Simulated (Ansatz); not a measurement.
# Ag-Ti stack of (111) layers: lattice stability ahead of a resistivity run

The plan: relax Ag-Ti stack of (111) layers, check its phonons, and, if the lattice is stable, compute its Eliashberg function and ρ(T).

Program: Ansatz 0.2.0. Level of theory: DFT PBEsol, scalar-relativistic, plane waves, PAW; PAW set soft_1. Results are calculated unless marked as measured.

### Step 1. The starting structure

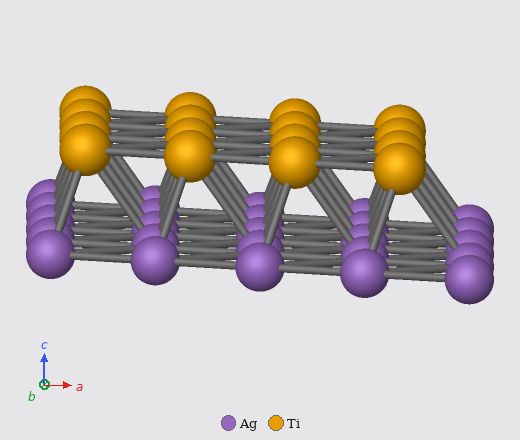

The cell as given, nearly edge on (silver purple, titanium orange). 4×4×1 cells are drawn. Some periodic images of atoms are drawn too.

The cell holds 2 atoms: 1 Ag and 1 Ti. Cell: a = 2.923 Å, b = 2.923 Å, c = 13.386 Å, α = 90.0°, β = 90.0°, γ = 120.0°. Vacuum lies along c.

### Step 2. Relaxation

The structure is brought to rest under this functional.

The input, input.yaml:

```yaml
crystal:
  lattice:
    - [2.92265, 0.0, 0.0]
    - [-1.46133, 2.53109, 0.0]
    - [0.0, 0.0, 13.38634]
  atoms:
    - { symbol: Ag, position: [0.0, 0.0, 0.41086669] }
    - { symbol: Ti, position: [0.33333333, 0.66666667, 0.58913331] }
  periodic: [true, true, false]
kpoints:
  mp_grid: { grid: [12, 12, 1] }
hamiltonian:
  xc: pbesol
  pseudopotentials: { kind: paw, azcp: { folder: soft_1 }, xc_functional: pbe }
scf:
  occupations: { method: gaussian, width: 0.1 }
output:
  forces: true
  stress: true
  eigenvalues: true
relax:
  adjacent_minimum: "off"
  f_tol: 0.005
  max_steps: 80
  cell: { stress_2d_tol: 0.02 }
```

Started as:

```bash
> ansatz run input.yaml --threads 4 --pin off --max-ram 12288MiB --backend cpu --events-out ev --progress --plain --runs-dir out
```

Numbers of over 12 decimals in the logs are rounded to 6 here.

The log of the run:

```text
Warning: crystal.periodic: the lattice vector that does not repeat stood 0.000° off the slab's normal, 13.386 Å along it as the deck builds it. The run solves the slab on a vector along the normal, 28.573 Å long, with every atom where it was (on the deck's vector they left 11.00 Å outside them, and the widest stretch free of ions among them is 2.39 Å). A fractional position that the run reports is one of the run's ce [...]
crystal.periodic: the lattice vector that does not repeat stood 0.000° off the slab's normal, 13.386 Å along it as the deck builds it. The run solves the slab on a vector along the normal, 28.573 Å long, with every atom where it was (on the deck's vector they left 11.00 Å outside them, and the widest stretch free of ions among them is 2.39 Å). A fractional position that the run reports is one of the run's cell, which [...]
Engine: ansatz 0.2.0, aarch64-unknown-linux-gnu
Pseudopotentials: kind: paw
Pseudopotential: Ag, paw, valence charge 19, recommended cutoff 420 eV (normal), soft_1/Ag.paw.azcp
Pseudopotential: Ti, paw, valence charge 12, recommended cutoff 420 eV (normal), soft_1/Ti.paw.azcp
Functional definition: PBEsol
  exchange = pbesol_x
  correlation = pbesol_c
Crystal: 2 atoms, lattice volume = 211.366 Å³
Basis set: ecut = 420 eV, 4091 PW (Γ), exchange–correlation on 40×40×384 points (8 copies of the dense FFT grid, shifted against one another)
Bands: 20, of which v1, the nominal top of the filled ones, is band 16 counted from 1 (15 counted from 0)
Symmetry: 6 space group operations
Space group: P3m1 (ITA 156), of the structure as read, at distance tolerance 6.0e-5 Å
k-points: 19 of 144 (time reversal used)
Non-local potential: Ag, projectors of the file, l = 0: 3, l = 1: 2, l = 2: 2, l = 3: 1
Non-local potential: Ti, projectors of the file, l = 0: 3, l = 1: 2, l = 2: 3, l = 3: 1
PAW form: soft (Blöchl's): semilocal exchange-correlation on the pseudo side does not see the compensation charge
PAW frozen core: Ag, regenerated for the run's functional, and the local potential with it (the file was generated under x = pbe(κ = 0.804, μ = 0.219515), c = pbe(β = 0.066725))
PAW frozen core: Ti, regenerated for the run's functional, and the local potential with it (the file was generated under x = pbe(κ = 0.804, μ = 0.219515), c = pbe(β = 0.066725))
PAW one-centre angular grid: Ag, 590 points (default); XC on 64 Gauss nodes
PAW one-centre angular grid: Ti, 590 points (default); XC on 64 Gauss nodes
Initial density: superposition of atomic densities (neutral atoms: chi_scale 0, normalization atom)
Initial wavefunctions: pseudopotential atomic-orbital guess
Functional: x = pbesol(κ = 0.804, μ = 0.123457), c = pbesol(β = 0.046)
SCF iter   1: F=—  HF=-9996.438089 eV  |F-HF|=—  |Δ(HF+E_count)|=         —  Δρ=5.23e-2  dr2=2.80e1  ethr=3.10e-3  ⟨swp⟩=12.0  Hψ=2894  notcnv=0
preconditioner: auto → LDOS  [metal: Δε(μ)=0.052 eV  Ē_g=3.920 eV  σ=0.100 eV  W_gap=0.28  n_scr=18 (ndim 8)  ℏωp=9.9 eV  f_vac=0.752  D(μ)=2.17/eV (n_scr^D=12)  β→1.0]
SCF iter   2: F=—  HF=-9995.792189 eV  |F-HF|=—  |Δ(HF+E_count)|=   6.46e-1  Δρ=2.80e-2  dr2=6.69e0  ethr=3.10e-3  ⟨swp⟩=4.2  Hψ=1155  notcnv=0  defer=3
SCF iter   3: F=—  HF=-9994.556309 eV  |F-HF|=—  |Δ(HF+E_count)|=    1.24e0  Δρ=1.61e-2  dr2=4.21e-1  ethr=3.10e-3  ⟨swp⟩=4.4  Hψ=1160  notcnv=0  defer=3
SCF iter   4: F=—  HF=-9994.473755 eV  |F-HF|=—  |Δ(HF+E_count)|=   8.26e-2  Δρ=6.20e-3  dr2=8.48e-2  ethr=1.36e-3  ⟨swp⟩=3.1  Hψ=998  notcnv=0  defer=3
SCF iter   5: F=—  HF=-9994.458493 eV  |F-HF|=—  |Δ(HF+E_count)|=   1.53e-2  Δρ=1.46e-3  dr2=7.37e-3  ethr=2.73e-4  ⟨swp⟩=2.6  Hψ=711  notcnv=0  defer=1
SCF iter   6: F=—  HF=-9994.460240 eV  |F-HF|=—  |Δ(HF+E_count)|=   1.75e-3  Δρ=7.01e-4  dr2=1.23e-3  ethr=2.38e-5  ⟨swp⟩=2.7  Hψ=679  notcnv=0  defer=1
SCF iter   7: F=—  HF=-9994.460503 eV  |F-HF|=—  |Δ(HF+E_count)|=   2.62e-4  Δρ=1.73e-4  dr2=2.34e-4  ethr=3.97e-6  ⟨swp⟩=3.0  Hψ=723  notcnv=0  defer=1
SCF iter   8: F=—  HF=-9994.460584 eV  |F-HF|=—  |Δ(HF+E_count)|=   8.15e-5  Δρ=7.34e-5  dr2=1.80e-5  ethr=7.54e-7  ⟨swp⟩=2.7  Hψ=634  notcnv=0  defer=1
SCF iter   9: F=—  HF=-9994.460683 eV  |F-HF|=—  |Δ(HF+E_count)|=   9.88e-5  Δρ=3.91e-5  dr2=8.23e-6  ethr=5.81e-8  ⟨swp⟩=3.2  Hψ=767  notcnv=0  defer=1
SCF iter  10: F=—  HF=-9994.460685 eV  |F-HF|=—  |Δ(HF+E_count)|=   1.89e-6  Δρ=1.40e-5  dr2=1.65e-6  ethr=2.65e-8  ⟨swp⟩=3.0  Hψ=624  notcnv=0  defer=1
SCF iter  11: F=—  HF=-9994.460685 eV  |F-HF|=—  |Δ(HF+E_count)|=   3.21e-7  Δρ=1.05e-5  dr2=3.04e-7  ethr=5.33e-9  ⟨swp⟩=2.8  Hψ=569  notcnv=0  defer=1
iter 12 did not close the SCF: its close was put off until two iterations running show no level that it waits for move by more than its bar (scf_convergence_deferred on its scf_iter line)
SCF iter  12: F=-9994.460685 eV  HF=-9994.460685 eV  |F-HF|=3.86e-8  |Δ(HF+E_count)|=   3.59e-8  Δρ=2.92e-6  dr2=3.70e-8  ethr=3.23e-10  ⟨swp⟩=10.3  Hψ=2178  notcnv=0
iter 13 did not close the SCF: its close was put off until two iterations running show no level that it waits for move by more than its bar (scf_convergence_deferred on its scf_iter line)
SCF iter  13: F=-9994.460685 eV  HF=-9994.460685 eV  |F-HF|=1.03e-8  |Δ(HF+E_count)|=   5.23e-8  Δρ=1.19e-6  dr2=3.18e-9  ethr=1.19e-10  ⟨swp⟩=3.1  Hψ=1464  notcnv=0
SCF iter  14: F=-9994.460685 eV  HF=-9994.460685 eV  |F-HF|=5.03e-9  |Δ(HF+E_count)|=   7.06e-9  Δρ=3.84e-7  dr2=3.74e-10  ethr=1.03e-11  ⟨swp⟩=2.6  Hψ=1425  notcnv=0
SCF 1 converged in 14 iterations: F = -9994.460685 eV  dr2 = 3.74e-10
  greatest PAW one-centre occupation: 1.001 electrons in one spin orbital (limit 2), on the Ag atom at site 0 (counted from 0), in its partial waves of l = 0
relax step   1: F+E_penalty+E_count = -9994.46068544 eV  Δ(F+E_penalty+E_count) = +0.000e0 eV  max|allowed force component| = 4.531e-1 eV/Å  Δτ_max = 0.0000 Å  P = -5.778 N/m  Ω = 211.366 Å³  fix = [c, alpha, beta]  reactions: c -0.000 N/m  (14 SCF iters, dr2 threshold 1.00e-7 eV, accepted)
Crystal: 2 atoms, lattice volume = 193.682 Å³
Basis set: ecut = 420 eV, 3839 PW (Γ), exchange–correlation on 40×40×384 points (8 copies of the dense FFT grid, shifted against one another)
Initial density: handed on by an earlier stage of this run
Initial wavefunctions: those handed on with the density
SCF iter   1: F=—  HF=-9994.664836 eV  |F-HF|=—  |Δ(HF+E_count)|=         —  Δρ=1.20e-2  dr2=1.30e0  ethr=3.10e-3  ⟨swp⟩=9.8  Hψ=2495  notcnv=0
preconditioner: auto → LDOS  [metal: Δε(μ)=0.009 eV  Ē_g=5.533 eV  σ=0.100 eV  W_gap=0.05  n_scr=18 (ndim 8)  ℏωp=10.3 eV  f_vac=0.769  D(μ)=3.86/eV (n_scr^D=16)  β→1.0]
[...]
SCF iter   2: F=—  HF=-9994.614248 eV  |F-HF|=—  |Δ(HF+E_count)|=   1.06e-2  Δρ=5.17e-3  dr2=9.33e-2  ethr=4.36e-4  ⟨swp⟩=2.3  Hψ=655  notcnv=0
SCF iter   3: F=—  HF=-9994.605513 eV  |F-HF|=—  |Δ(HF+E_count)|=   8.73e-3  Δρ=8.90e-4  dr2=4.51e-3  ethr=3.01e-4  ⟨swp⟩=2.7  Hψ=851  notcnv=0  defer=1
SCF iter   4: F=—  HF=-9994.606538 eV  |F-HF|=—  |Δ(HF+E_count)|=   1.02e-3  Δρ=5.74e-4  dr2=1.32e-3  ethr=1.46e-5  ⟨swp⟩=3.1  Hψ=694  notcnv=0  defer=1
SCF iter   5: F=—  HF=-9994.606438 eV  |F-HF|=—  |Δ(HF+E_count)|=   9.95e-5  Δρ=2.00e-4  dr2=1.39e-4  ethr=4.27e-6  ⟨swp⟩=3.0  Hψ=723  notcnv=0  defer=1
SCF iter   6: F=—  HF=-9994.606553 eV  |F-HF|=—  |Δ(HF+E_count)|=   1.15e-4  Δρ=9.94e-5  dr2=2.93e-5  ethr=4.49e-7  ⟨swp⟩=3.3  Hψ=754  notcnv=0  defer=1
SCF iter   7: F=—  HF=-9994.606559 eV  |F-HF|=—  |Δ(HF+E_count)|=   6.82e-6  Δρ=3.91e-5  dr2=5.76e-6  ethr=9.45e-8  ⟨swp⟩=3.3  Hψ=803  notcnv=0  defer=1
SCF iter   8: F=—  HF=-9994.606561 eV  |F-HF|=—  |Δ(HF+E_count)|=   2.02e-6  Δρ=1.57e-5  dr2=8.23e-7  ethr=1.86e-8  ⟨swp⟩=3.3  Hψ=627  notcnv=0  defer=1
SCF iter   9: F=—  HF=-9994.606562 eV  |F-HF|=—  |Δ(HF+E_count)|=   6.66e-7  Δρ=8.15e-6  dr2=2.57e-7  ethr=6.45e-10  ⟨swp⟩=10.8  Hψ=2264  notcnv=0
SCF iter  10: F=-9994.606562 eV  HF=-9994.606562 eV  |F-HF|=5.82e-8  |Δ(HF+E_count)|=   1.49e-7  Δρ=3.33e-6  dr2=5.38e-8  ethr=6.45e-10  ⟨swp⟩=6.4  Hψ=1561  notcnv=0
SCF 3 converged in 10 iterations: F = -9994.606562 eV  dr2 = 5.38e-8
relax step   3: F+E_penalty+E_count = -9994.60656224 eV  Δ(F+E_penalty+E_count) = -6.122e-2 eV  max|allowed force component| = 1.579e-2 eV/Å  Δτ_max = 0.0806 Å  P = -1.116 N/m  Ω = 194.722 Å³  energy of the carried Pulay correction = +6.925e-4 eV  fix = [c, alpha, beta]  reactions: c -0.000 N/m  (10 SCF iters, dr2 threshold 2.00e-7 eV, accepted)
[...]
relax step   4: F+E_penalty+E_count = -9994.61163823 eV  Δ(F+E_penalty+E_count) = -5.076e-3 eV  max|allowed force component| = 8.664e-3 eV/Å  Δτ_max = 0.0106 Å  P = -0.211 N/m  Ω = 191.544 Å³  energy of the carried Pulay correction = +8.313e-4 eV  fix = [c, alpha, beta]  reactions: c -0.000 N/m  (8 SCF iters, dr2 threshold 2.00e-7 eV, accepted)
[...]
relax step   5: F+E_penalty+E_count = -9994.61187534 eV  Δ(F+E_penalty+E_count) = -2.371e-4 eV  max|allowed force component| = 1.281e-3 eV/Å  Δτ_max = 0.0034 Å  P = +0.020 N/m  Ω = 190.744 Å³  energy of the carried Pulay correction = +8.665e-4 eV  fix = [c, alpha, beta]  reactions: c +0.000 N/m  (7 SCF iters, dr2 threshold 7.28e-8 eV, accepted)
[...]
relax step   6: F+E_penalty+E_count = -9994.61187422 eV  Δ(F+E_penalty+E_count) = +1.129e-6 eV  max|allowed force component| = 3.039e-4 eV/Å  Δτ_max = 0.0001 Å  P = -0.001 N/m  Ω = 190.797 Å³  energy of the carried Pulay correction = +8.642e-4 eV  fix = [c, alpha, beta]  reactions: c -0.000 N/m  (6 SCF iters, dr2 threshold 6.73e-10 eV, accepted)
Initial wavefunctions: pseudopotential atomic-orbital guess (no wavefunctions were taken with the density)
iter 1 solved again at ethr=5.13e-7 eV; its pass at ethr=3.10e-3 eV (dr2=1.59e-4 eV) is discarded
SCF iter   1: F=—  HF=-9994.610622 eV  |F-HF|=—  |Δ(HF+E_count)|=         —  Δρ=7.14e-5  dr2=1.70e-6  ethr=5.13e-7  ⟨swp⟩=5.4  Hψ=4281  notcnv=0
preconditioner: auto → LDOS  [metal: Δε(μ)=0.037 eV  Ē_g=5.767 eV  σ=0.100 eV  W_gap=0.20  n_scr=18 (ndim 8)  ℏωp=10.4 eV  f_vac=0.764  D(μ)=4.31/eV (n_scr^D=18)  β→1.0]
SCF iter   2: F=—  HF=-9994.610728 eV  |F-HF|=—  |Δ(HF+E_count)|=   1.06e-4  Δρ=4.95e-5  dr2=3.72e-6  ethr=5.47e-9  ⟨swp⟩=3.5  Hψ=878  notcnv=0
SCF iter   3: F=—  HF=-9994.610727 eV  |F-HF|=—  |Δ(HF+E_count)|=   8.41e-7  Δρ=2.68e-5  dr2=1.44e-6  ethr=5.47e-9  ⟨swp⟩=2.9  Hψ=793  notcnv=0
SCF iter   4: F=—  HF=-9994.610727 eV  |F-HF|=—  |Δ(HF+E_count)|=   1.98e-7  Δρ=8.44e-6  dr2=1.47e-7  ethr=4.64e-9  ⟨swp⟩=3.1  Hψ=649  notcnv=0
SCF iter   5: F=—  HF=-9994.610727 eV  |F-HF|=—  |Δ(HF+E_count)|=   2.31e-8  Δρ=1.45e-6  dr2=8.75e-9  ethr=4.73e-10  ⟨swp⟩=3.2  Hψ=813  notcnv=0
SCF iter   6: F=—  HF=-9994.610727 eV  |F-HF|=—  |Δ(HF+E_count)|=   8.13e-9  Δρ=4.40e-7  dr2=8.00e-10  ethr=2.82e-11  ⟨swp⟩=3.2  Hψ=639  notcnv=0
SCF iter   7: F=—  HF=-9994.610727 eV  |F-HF|=—  |Δ(HF+E_count)|=   2.66e-9  Δρ=1.16e-7  dr2=4.81e-11  ethr=2.58e-12  ⟨swp⟩=3.5  Hψ=811  notcnv=0
SCF iter   8: F=—  HF=-9994.610727 eV  |F-HF|=—  |Δ(HF+E_count)|=  8.09e-10  Δρ=4.74e-8  dr2=9.22e-12  ethr=1.00e-12  ⟨swp⟩=1.8  Hψ=465  notcnv=0
SCF iter   9: F=-9994.610727 eV  HF=-9994.610727 eV  |F-HF|=8.55e-11  |Δ(HF+E_count)|=  2.82e-10  Δρ=2.33e-8  dr2=1.21e-12  ethr=1.00e-12  ⟨swp⟩=13.0  Hψ=2606  notcnv=0
SCF 7 converged in 9 iterations: F = -9994.610727 eV  dr2 = 1.21e-12
relax step   7: F+E_penalty+E_count = -9994.61072656 eV  Δ(F+E_penalty+E_count) = +1.148e-3 eV  max|allowed force component| = 2.250e-4 eV/Å  Δτ_max = 0.0000 Å  P = +0.012 N/m  Ω = 190.797 Å³  fix = [c, alpha, beta]  reactions: c +0.000 N/m  stress off target by 1.21e-2 N/m on what of the cell is left free  SCF on the basis re-selected at this cell (its energy is not comparable with the rows above)  (9 SCF iters)
basis re-selected at this cell: Δ(F+E_penalty+E_count) = +1.148e-3 eV, ΔP = +0.013 N/m vs the last step (what re-selecting the basis moved, of the pressure what is left beyond the Pulay correction that the steps carried, after the strain that the cell walked since its last selection, with what the two solves' SCF thresholds leave and, on support functions, any second-order correction that the steps lacked; it is no m [...]
SCF converged after 9 iterations
Free energy (F): -9994.610727 eV
Harris-Foulkes:  -9994.610727 eV  (|F-HF|=8.55e-11)
Internal energy: -9994.589171 eV  (E = F + TS)
E sigma→0 (E₀):  -9994.599949 eV
Entropy (-TS):   -0.021556 eV (-10.778 meV/atom)
Fermi energy:    -4.260539 eV
--- Per-component energies (eV) ---
  E_band       = -1019.031963
  E_kinetic    = 750.184024
  E_local      = -77837.392058  (includes V_loc(G=0)·N_el)
  E_nonlocal   = 97.383502
  E_hartree    = 38495.169927
  E_xc         = -272.397527
  E_vxc        = -344.641752  (∫ρ·V_xc dr)
  E_paw        = -4905.789397  (= ΣΔE_a)
  E_vpaw       = -674.905777  (= ΣTr[D̂ρ^β])
  E_aug_tail   = 0.000288  (compensation charges beyond the density's cutoff)
  E_ewald      = 33677.789945
  E_core_change = 0.462125  (= ΣΔE_core)
  E_smearing   = -0.021556  (= −TS)
  E_closure    = 0.000000  (closes the sum)
  Σ components = -9994.610727   (vs F -9994.610727, Δ=0.00e0)
--- Forces (eV/Å), atoms counted from 1 ---
  atom   1  Ag    -0.00000000     0.00000000    -0.00022523
  atom   2  Ti     0.00000000     0.00000000     0.00022480
  max |Σ_I F_I| component: 4.29e-7 eV/Å
--- 2D stress c σ (N/m, compression-positive) ---
        0.012057       0.000000      -0.000000
        0.000000       0.012057      -0.000000
       -0.000000      -0.000000       0.000000
  P = ½ c Tr σ = 0.0121 N/m
--- Band table (eV; the first three rows and the last of 19) ---
  k-point 0: bands = [... 12 lower, -8.1097, -8.1097, -7.3097, -4.6353, -4.2649, -3.2062, -3.2062, -1.4925]
  k-point 1: bands = [... 12 lower, -8.3142, -8.1356, -7.1169, -4.4263, -4.2125, -3.3603, -3.0470, -1.5327]
  k-point 2: bands = [... 12 lower, -8.6870, -8.2055, -6.6137, -4.2188, -3.9217, -3.6264, -2.5914, -1.6414]
  k-point 18: bands = [... 12 lower, -8.7796, -4.3458, -4.2265, -4.0503, -3.9159, -2.4839, 1.1073, 1.2874]
--- Relaxed structure (6 steps of the walk, 6 accepted, 1 SCFs on fresh bases) ---
  F+E_penalty+E_count = -9994.61072656 eV   max|allowed force component| = 2.250e-4 eV/Å   (the final SCF, on the basis selected at the relaxed cell)
  cell:  # Å, volume = 190.7967 Å³
    - [2.776801, 2.7426929281807566e-6, 0]
    - [-1.388403, 2.404778, 0]
    - [0, 0, 28.572675]
  atoms:
    - { symbol: Ag, position: [-1.8645867055625503e-17, 1.8503716846029735e-17, 0.192885] }
    - { symbol: Ti, position: [0.333333, 0.666667, 0.275617] }
```

Run time: 21 s. Hardware: 4 threads of Arm Neoverse V1, shared host; peak memory 0.51 GiB.

Relaxation path:

```
step  energy less that of the first step (eV)  largest force component (eV/Å)  volume (Å³)
   1                                   0.0000                          0.4531       211.37
   2                                  -0.0847                          0.8041       193.68
   3                                  -0.1459                          0.0158       194.72
   4                                  -0.1510                          0.0087       191.54
   5                                  -0.1512                          0.0013       190.74
   6                                  -0.1512                          0.0003       190.80
  7*                                  -0.1500                          0.0002       190.80
```

Relaxation steps marked * repeat the geometry before them on a plane-wave basis chosen anew for their cell, so energy and pressure can jump there.

The run keeps the 6 symmetry operations that it works with, so distortions that break them were not tested.

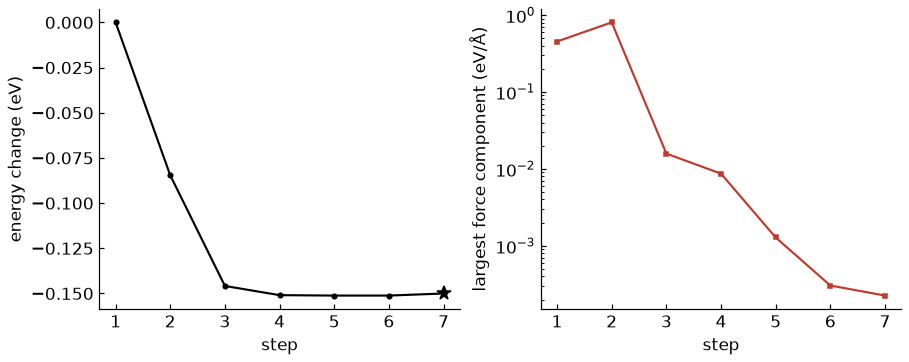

Energy and largest force along the relaxation. Stars mark steps on a basis chosen anew.

| cell as run | before | after | change |
| --- | --- | --- | --- |
| a (Å) | 2.923 | 2.777 | -5.0 % |
| b (Å) | 2.923 | 2.777 | -5.0 % |

The atoms that moved most (Å, along periodic axes as changes of fractional coordinates times the final cell, across vacuum about the mean position):

| atom | dx | dy | dz | length |
| --- | --- | --- | --- | --- |
| Ag1 | 0.000 | 0.000 | 0.011 | 0.011 |
| Ti2 | 0.000 | 0.000 | -0.011 | 0.011 |

Final coordinates:

```xyz
2
Lattice="2.7768 0.0000 0.0000 -1.3884 2.4048 0.0000 0.0000 0.0000 28.5727" Properties=species:S:1:pos:R:3
Ag    0.0000    0.0000    5.5112
Ti    0.0000    1.6032    7.8751
```

Numbers from this step:

| Quantity | Value |
| --- | --- |
| metallic on mesh | yes |
| gap on the k-mesh | 0 eV |

The relaxation ends with a largest force component of 2.2e-4 eV/Å.

### Step 3. Relaxing tightly for phonons

Phonons are second derivatives about the minimum, so the remaining forces must be small: the thresholds are tightened.

input.yaml, the sections that differ from step 2:

```yaml
crystal:
  lattice:
    - [2.7768005893, 2.7427e-06, 0.0]
    - [-1.3884026699, 2.4047784802, 0.0]
    - [0.0, 0.0, 28.5726751719]
  atoms:
    - { symbol: Ag, position: [0.0, 0.0, 0.1928845452] }
    - { symbol: Ti, position: [0.3333333333, 0.6666666667, 0.2756169136] }
  periodic: [true, true, false]
scf:
  occupations: { method: methfessel_paxton, width: 0.2 }
relax:
  adjacent_minimum: "off"
  f_tol: 0.001
  max_steps: 60
  cell: { stress_2d_tol: 0.002 }
# kpoints, hamiltonian, output: as in step 2
```

The log of the run:

```text
[the first part of the log is left out]
  E_xc         = -272.394693
  E_vxc        = -344.638397  (∫ρ·V_xc dr)
  E_paw        = -4905.791404  (= ΣΔE_a)
  E_vpaw       = -674.908426  (= ΣTr[D̂ρ^β])
  E_aug_tail   = 0.000288  (compensation charges beyond the density's cutoff)
  E_ewald      = 33704.235414
  E_core_change = 0.462125  (= ΣΔE_core)
  E_smearing   = -0.005777  (= −TS)
  E_closure    = -0.000000  (closes the sum)
  Σ components = -9994.602638   (vs F -9994.602638, Δ=0.00e0)
--- Forces (eV/Å), atoms counted from 1 ---
[...]
0.000021      -0.000000       0.000000
       -0.000000       0.000021      -0.000000
        0.000000      -0.000000       0.000000
  P = ½ c Tr σ = 0.0000 N/m
--- Band table (eV; the first three rows and the last of 19) ---
[...]
--- Relaxed structure (4 steps of the walk, 4 accepted, 1 SCFs on fresh bases) ---
[...]
cell:  # Å, volume = 190.6321 Å³
    - [2.775602, 2.7415177746607202e-6, 0]
    - [-1.387804, 2.403741, 0]
    - [0, 0, 28.5726751719]
  atoms:
    - { symbol: Ag, position: [0, -3.7007434155248937e-17, 0.192856] }
    - { symbol: Ti, position: [0.333333, 0.666667, 0.275646] }
```

Wall time 14 s (4 threads); peak memory 0.49 GiB.

Little changed from the start: no atom moved by 0.005 Å and no cell edge by 0.1 %.

[end of part 1 of 2]

[Logs are printed without paths, hosts, clocks, repeated set-up lines and the standing remarks that a program may print on its own settings, such as how far it seeks lower states.]

[Hosts, paths, dates, database ids (printed as entryN), source tags and the programs' standing remarks are cut or masked in the printed files.]
